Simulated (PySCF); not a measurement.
## Electronic structure of C$_{2}$H$_{12}$O$_{2}$Si$_{3}$ in real space

```xyz
19

Si    0.0397   -0.3814    0.6814
C    -1.1629   -1.6605    1.2903
O     0.6695   -0.9143   -0.7611
Si    1.1490   -0.5708   -2.3040
O    -0.7699    1.0465    0.4234
Si   -1.4016    2.1589   -0.6206
C     1.4311   -0.0525    1.8700
H    -1.6245   -1.3443    2.2384
H    -0.6553   -2.6231    1.4572
H    -1.9656   -1.8218    0.5547
H     2.2944    0.3905   -2.3031
H     0.0216    0.0330   -3.0789
H     1.5728   -1.8385   -2.9653
H    -0.3646    2.6013   -1.6034
H    -1.8666    3.3388    0.1634
H    -2.5573    1.5835   -1.3742
H     2.1170    0.7090    1.4684
H     2.0100   -0.9698    2.0585
H     1.0418    0.3135    2.8327
```

Geometry: PBE0-D3(BJ)/def2-SVP.

Method: PBE0/pcSseg-1, SCF density, gas phase, non-relativistic (PySCF 2.14.0).

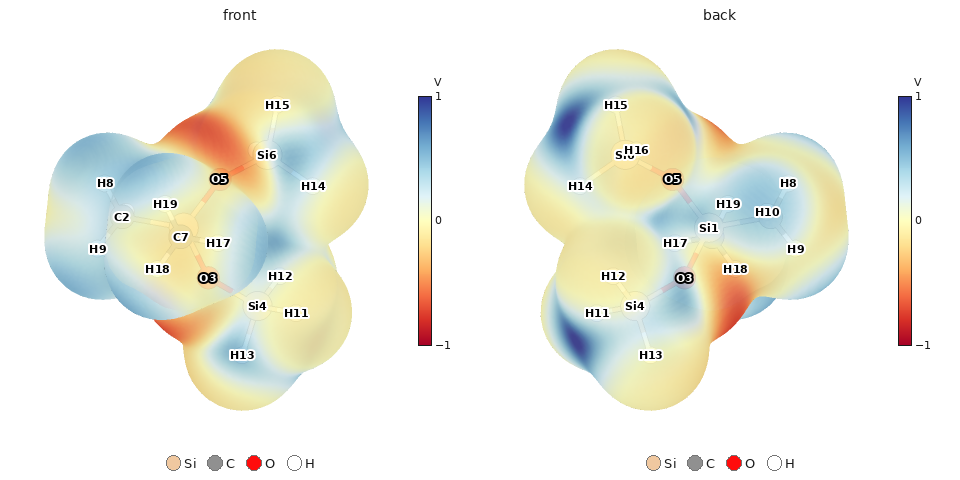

Figure 1. The electrostatic potential painted on the density surface at 0.001 e/bohr³, seen from the front and from behind; red is negative and blue positive.

Where is the surface potential most negative and most positive?

The most negative region (about −0.7 V, or −16 kcal/mol for a unit charge) lies over O3 and O5, the most positive (about +0.9 V, or +21 kcal/mol for a unit charge) over Si4 and Si6.

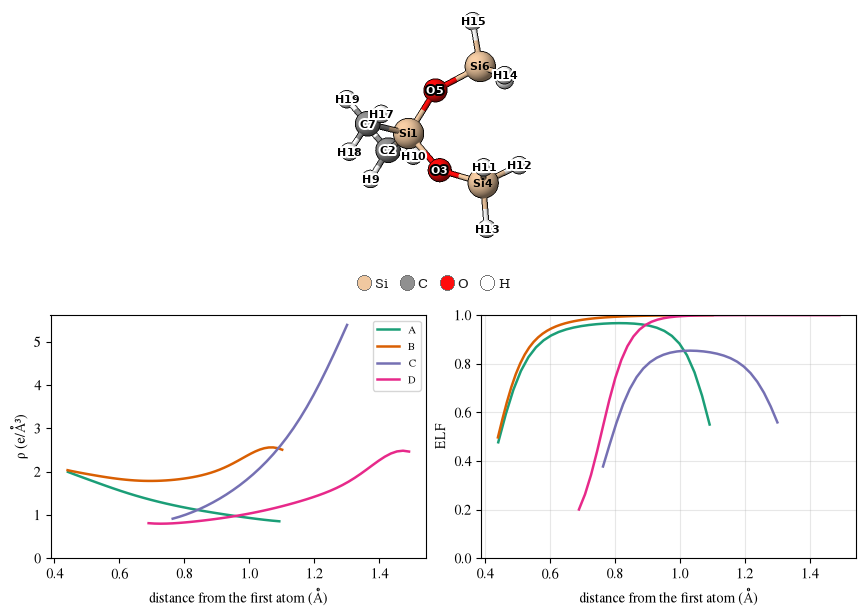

Figure 2. Total electron density and ELF along straight lines between neighbouring atoms. The curves leave out the atomic cores. The structure is drawn too.

Which curve belongs to which contact (C–H, C–Si, Si–H and Si–O)? The first atom named is at distance zero.

Curve A: C–Si (1.86 Å): ρ at the midpoint is about 1 e/Å³; the ELF peaks at about 0.95 between the atoms: a covalent bond. Curve B: C–H (1.10 Å): ρ is about 1.9 e/Å³ halfway; the ELF climbs to about 1 towards the hydrogen, as it does in any bond to H: an ordinary covalent bond to hydrogen. Curve C: Si–O (1.65 Å): ρ at the midpoint is about 1.1 e/Å³; the ELF peaks at about 0.85 between the atoms; a shared but strongly polarised pair. Curve D: Si–H (1.49 Å): the density is about 0.8 e/Å³ at the midpoint; the ELF climbs to about 1 towards the hydrogen.
